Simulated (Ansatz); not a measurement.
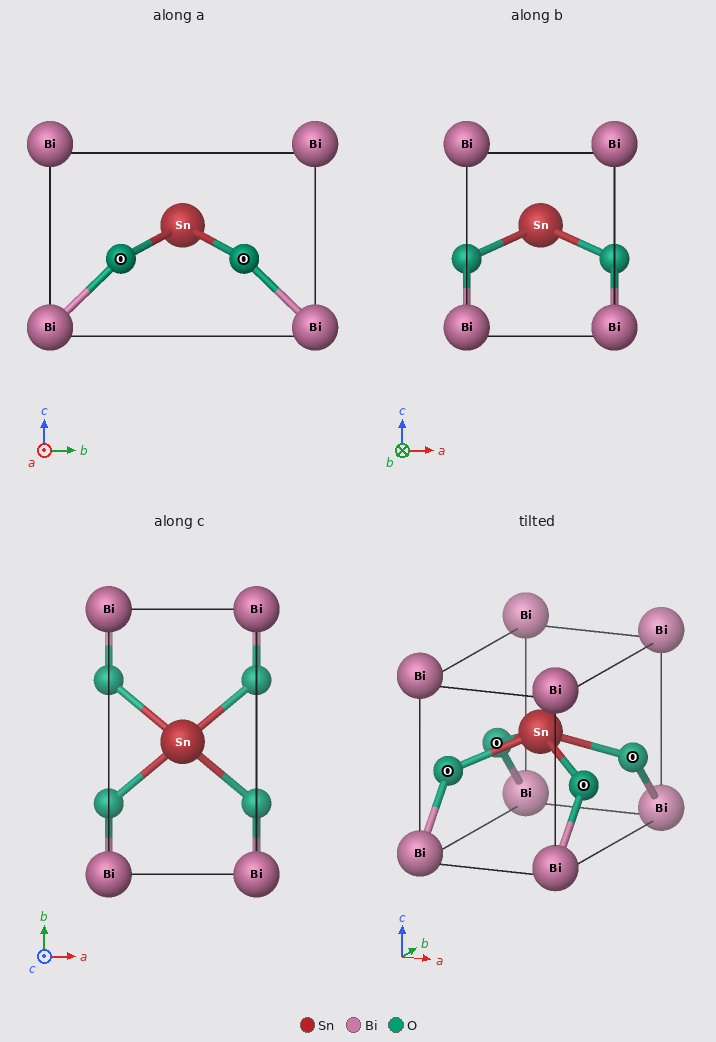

Ball-and-stick representation of a periodic structure, projected along the a axis, along the b axis, along the c axis and slightly off an axis. One conventional unit cell is framed, with atoms on its boundary repeated.

Lattice parameters: a = 3.281 Å, b = 5.888 Å, c = 4.073 Å, α = 90.00°, β = 90.00°, γ = 90.00°. Put a along x and b in the xy plane.

Set out the cell and atoms as a POSCAR file, with free fractional coordinates to two decimals.

```
Sn Bi O
1.0
     3.281    0.000    0.000
     0.000    5.888    0.000
     0.000    0.000    4.073
Sn Bi O
1 1 2
Direct
  0.50 0.50 0.61
  0.00 0.00 0.05
  0.00 0.73 0.42
  0.00 0.27 0.42
```

The structure was taken from a structure type filled with these elements by a generator (whether the compound takes this form wasn't checked). The geometry was optimised with DFT PBE, scalar-relativistic, plane waves, PAW (Ansatz).
